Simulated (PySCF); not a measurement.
# SiH2 (SMILES [SiH2]) at wB97X-V/SBKJC (core potential)

What is the vertical singlet–triplet gap of SiH2 at wB97X-V/SBKJC (core potential)? 

The calculation is run with PySCF 2.14.0.

8 further runs of the same task are left out: 8 set aside as unsound or not needed.

**1. The molecule**

SiH2: 3 atoms, total charge 0, spin state singlet. As SMILES, `[SiH2]`. Geometry: relaxed at PBE0-D4/def2-TZVP.

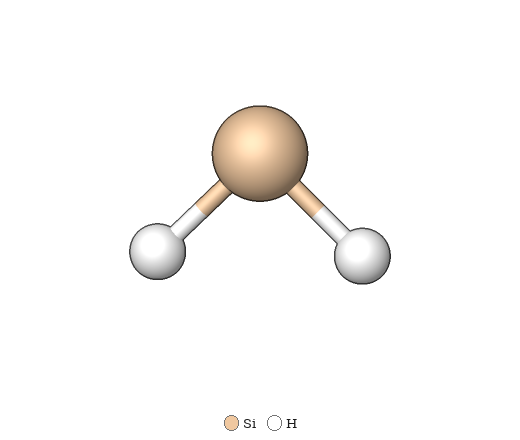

Viewed from a chosen angle; silicon light orange, hydrogen white.

**2. The energy at wB97X-V/SBKJC (core potential)**

calc.py reads:

```python
# [SiH2]
from pyscf import gto, dft

mol = gto.M(
    atom='''
Si    -0.928233     0.885526    -0.403646
H      1.587937     1.093396     0.987382
H     -0.659703    -1.978921    -0.583736
''',
    charge=0,
    max_memory=1860,
    verbose=4,
    spin=0,
    unit='bohr',
    basis='sbkjc',
    ecp={'Si': 'sbkjc'},
)

mf = dft.RKS(mol, xc='wb97x-v')
mf.nlcgrids.level = 1
mf.grids.level = 5
mf.conv_tol = 1e-10
mf.kernel()
if not mf.converged:
    mf = mf.newton().run(mf.mo_coeff, mf.mo_occ)

e_tot = mf.e_tot
print('Final energy', e_tot)
```

On the command line:

```console
$ OMP_NUM_THREADS=1 python calc.py
```

What it wrote:

```text
PySCF version 2.14.0

[INPUT] num. atoms = 3
[INPUT] num. electrons = 6
[INPUT] charge = 0
[INPUT] spin (= nelec alpha-beta = 2S) = 0
[INPUT] symmetry False subgroup None
[INPUT] Mole.unit = bohr
[INPUT] Symbol           X                Y                Z      unit          X                Y                Z       unit  Magmom
[INPUT]  1 Si    -0.491199750024   0.468600178877  -0.213600264479 AA   -0.928233000000   0.885526000000  -0.403646000000 Bohr   0.0
[INPUT]  2 H      0.840300072777   0.578600245711   0.522500052873 AA    1.587937000000   1.093396000000   0.987382000000 Bohr   0.0
[INPUT]  3 H     -0.349099793576  -1.047199895411  -0.308899788394 AA   -0.659703000000  -1.978921000000  -0.583736000000 Bohr   0.0

nuclear repulsion = 3.01808851090588
number of shells = 8
number of NR pGTOs = 22
number of NR cGTOs = 12
basis = sbkjc
ecp = {'Si': 'sbkjc'}

******** <class 'pyscf.dft.rks.RKS'> ********
method = RKS
initial guess = minao
damping factor = 0
level_shift factor = 0
DIIS = <class 'pyscf.scf.diis.CDIIS'>
diis_start_cycle = 1
diis_space = 8
diis_damp = 0
SCF conv_tol = 1e-10
SCF conv_tol_grad = None
SCF max_cycles = 50
direct_scf = True
direct_scf_tol = 1e-13
XC library pyscf.dft.libxc version 7.0.0
    S. Lehtola, C. Steigemann, M. J.T. Oliveira, and M. A.L. Marques.,  SoftwareX 7, 1–5 (2018)
XC functionals = wb97x-v
    N. Mardirossian and M. Head-Gordon.,  Phys. Chem. Chem. Phys. 16, 9904-9924 (2014)
radial grids:
    Treutler-Ahlrichs [JCP 102, 346 (1995); DOI:10.1063/1.469408] (M4) radial grids

becke partition: Becke, JCP 88, 2547 (1988); DOI:10.1063/1.454033
pruning grids: <function nwchem_prune>
grids dens level: 5
symmetrized grids: False
atomic radii adjust function: <function treutler_atomic_radii_adjust>
** Following is NLC and NLC Grids **
NLC functional = wb97x-v
radial grids:
    Treutler-Ahlrichs [JCP 102, 346 (1995); DOI:10.1063/1.469408] (M4) radial grids

becke partition: Becke, JCP 88, 2547 (1988); DOI:10.1063/1.454033
pruning grids: <function nwchem_prune>
grids dens level: 1
symmetrized grids: False
atomic radii adjust function: <function treutler_atomic_radii_adjust>
small_rho_cutoff = 0
Set gradient conv threshold to 1e-05
Initial guess from minao.
tot grids = 90632
tot grids = 11360
init E= -4.39739511122586
  HOMO = -0.169103915070805  LUMO = -0.0415990349601032  gap/eV = 3.46958
cycle= 1 E= -4.93804520102526  delta_E= -0.541  |g|= 0.127  |ddm|=  1.8
  HOMO = -0.347043466367284  LUMO = -0.0595487388769538  gap/eV = 7.82313
cycle= 2 E= -4.94776012655098  delta_E= -0.00971  |g|= 0.0234  |ddm|= 0.285
  HOMO = -0.328035661341097  LUMO = -0.0403147302981481  gap/eV = 7.82929
cycle= 3 E= -4.94801671330888  delta_E= -0.000257  |g|= 0.00371  |ddm|= 0.0389
  HOMO = -0.327385410770837  LUMO = -0.0395190701122463  gap/eV = 7.83324
cycle= 4 E= -4.9480271410709  delta_E= -1.04e-05  |g|= 0.00037  |ddm|= 0.0112
  HOMO = -0.327450433399144  LUMO = -0.0396188845633778  gap/eV = 7.83230
cycle= 5 E= -4.94802729328422  delta_E= -1.52e-07  |g|= 4.98e-05  |ddm|= 0.00196
  HOMO = -0.327442133904019  LUMO = -0.0396047955910934  gap/eV = 7.83245
cycle= 6 E= -4.94802729653255  delta_E= -3.25e-09  |g|= 5.83e-06  |ddm|= 0.000329
  HOMO = -0.327442873043078  LUMO = -0.0396064960934215  gap/eV = 7.83243
cycle= 7 E= -4.94802729656773  delta_E= -3.52e-11  |g|= 1.91e-07  |ddm|= 3.43e-05
  HOMO = -0.327443002420428  LUMO = -0.0396065113118274  gap/eV = 7.83243
Extra cycle  E= -4.94802729656775  delta_E= -2.13e-14  |g|= 4.39e-08  |ddm|= 4.89e-07
converged SCF energy = -4.94802729656775
Final energy -4.94802729656775
```

Run time: 4.5 s. Hardware: 1 thread of Arm Neoverse V2, shared host; peak memory 0.15 GiB.

**3. The triplet, same level**

input.xyz reads:

```xyz
3
H2Si
Si    -0.491200     0.468600    -0.213600
H      0.840300     0.578600     0.522500
H     -0.349100    -1.047200    -0.308900
```

calc.py reads:

```python
from pyscf import gto, dft

mol = gto.M(
    atom='input.xyz',
    spin=2,
    ecp={'Si': 'sbkjc'},
    verbose=4,
    basis='sbkjc',
    charge=0,
    max_memory=1860,
)

myscf = dft.UKS(mol)
myscf.xc = 'wb97x-v'
myscf.conv_tol = 1e-10
myscf.nlcgrids.level = 1
myscf.grids.level = 5
myscf.kernel()
if not myscf.converged:
    myscf = myscf.newton().run(myscf.mo_coeff, myscf.mo_occ)

energy = myscf.e_tot
print('E = %.10f Eh' % energy)
```

On the command line:

```console
$ OMP_NUM_THREADS=1 python calc.py
```

What it wrote:

```text
PySCF version 2.14.0

[INPUT] num. atoms = 3
[INPUT] num. electrons = 6
[INPUT] charge = 0
[INPUT] spin (= nelec alpha-beta = 2S) = 2
[INPUT] symmetry False subgroup None
[INPUT] Mole.unit = angstrom
[INPUT] Symbol           X                Y                Z      unit          X                Y                Z       unit  Magmom
[INPUT]  1 Si    -0.491200000000   0.468600000000  -0.213600000000 AA   -0.928233472386   0.885525661971  -0.403645500207 Bohr   0.0
[INPUT]  2 H      0.840300000000   0.578600000000   0.522500000000 AA    1.587936862472   1.093395535673   0.987381900085 Bohr   0.0
[INPUT]  3 H     -0.349100000000  -1.047200000000  -0.308900000000 AA   -0.659703390086  -1.978921197645  -0.583736399878 Bohr   0.0

nuclear repulsion = 3.01808854715527
number of shells = 8
number of NR pGTOs = 22
number of NR cGTOs = 12
basis = sbkjc
ecp = {'Si': 'sbkjc'}

******** <class 'pyscf.dft.uks.UKS'> ********
method = UKS
initial guess = minao
damping factor = 0
level_shift factor = 0
DIIS = <class 'pyscf.scf.diis.CDIIS'>
diis_start_cycle = 1
diis_space = 8
diis_damp = 0
SCF conv_tol = 1e-10
SCF conv_tol_grad = None
SCF max_cycles = 50
direct_scf = True
direct_scf_tol = 1e-13
number electrons alpha = 4  beta = 2
XC library pyscf.dft.libxc version 7.0.0
    S. Lehtola, C. Steigemann, M. J.T. Oliveira, and M. A.L. Marques.,  SoftwareX 7, 1–5 (2018)
XC functionals = wb97x-v
    N. Mardirossian and M. Head-Gordon.,  Phys. Chem. Chem. Phys. 16, 9904-9924 (2014)
radial grids:
    Treutler-Ahlrichs [JCP 102, 346 (1995); DOI:10.1063/1.469408] (M4) radial grids

becke partition: Becke, JCP 88, 2547 (1988); DOI:10.1063/1.454033
pruning grids: <function nwchem_prune>
grids dens level: 5
symmetrized grids: False
atomic radii adjust function: <function treutler_atomic_radii_adjust>
** Following is NLC and NLC Grids **
NLC functional = wb97x-v
radial grids:
    Treutler-Ahlrichs [JCP 102, 346 (1995); DOI:10.1063/1.469408] (M4) radial grids

becke partition: Becke, JCP 88, 2547 (1988); DOI:10.1063/1.454033
pruning grids: <function nwchem_prune>
grids dens level: 1
symmetrized grids: False
atomic radii adjust function: <function treutler_atomic_radii_adjust>
small_rho_cutoff = 0
Set gradient conv threshold to 1e-05
tot grids = 90632
tot grids = 11360
init E= -4.39739511766275
[... the frontier-level lines of each cycle are left out ...]


cycle= 1 E= -4.88957331419392  delta_E= -0.492  |g|= 0.0994  |ddm|= 1.35
cycle= 2 E= -4.90557536785749  delta_E= -0.016  |g|= 0.0265  |ddm|= 0.288
cycle= 3 E= -4.90674205758065  delta_E= -0.00117  |g|= 0.00988  |ddm|= 0.0511
cycle= 4 E= -4.90701487808791  delta_E= -0.000273  |g|= 0.00348  |ddm|= 0.0354
cycle= 5 E= -4.90705572173939  delta_E= -4.08e-05  |g|= 0.00122  |ddm|= 0.0135
cycle= 6 E= -4.90706097077351  delta_E= -5.25e-06  |g|= 0.000221  |ddm|= 0.00573
cycle= 7 E= -4.90706112333033  delta_E= -1.53e-07  |g|= 2.05e-05  |ddm|= 0.00105
cycle= 8 E= -4.90706112432235  delta_E= -9.92e-10  |g|= 2.28e-06  |ddm|= 8.45e-05
cycle= 9 E= -4.90706112433503  delta_E= -1.27e-11  |g|= 2.52e-07  |ddm|= 8.55e-06
Extra cycle  E= -4.90706112433513  delta_E= -1.05e-13  |g|= 7.79e-08  |ddm|= 6.07e-07
converged SCF energy = -4.90706112433513  <S^2> = 2.0009263  2S+1 = 3.0006175
E = -4.9070611243 Eh
```

Run time: 6 s. Hardware: 1 thread of Arm Neoverse V2, shared host; peak memory 0.16 GiB.

**4. What came out**

At wB97X-V/SBKJC (core potential):

```
                                        quantity        value
                           singlet: total energy  -4.94803 Eh
                          singlet: dipole moment       1.26 D
                            singlet: HOMO energy     -8.91 eV
                            singlet: LUMO energy     -1.08 eV
                          singlet: HOMO–LUMO gap      7.83 eV
                           triplet: total energy  -4.90706 Eh
                          triplet: dipole moment       0.35 D
     triplet: HOMO energy (highest over α and β)     -7.85 eV
      triplet: LUMO energy (lowest over α and β)     -2.25 eV
                                   triplet: ⟨S²⟩        2.001
vertical energy of the triplet above the singlet     1.115 eV
```

At this shape the triplet lies 1.11 eV (108 kJ/mol) above the singlet.
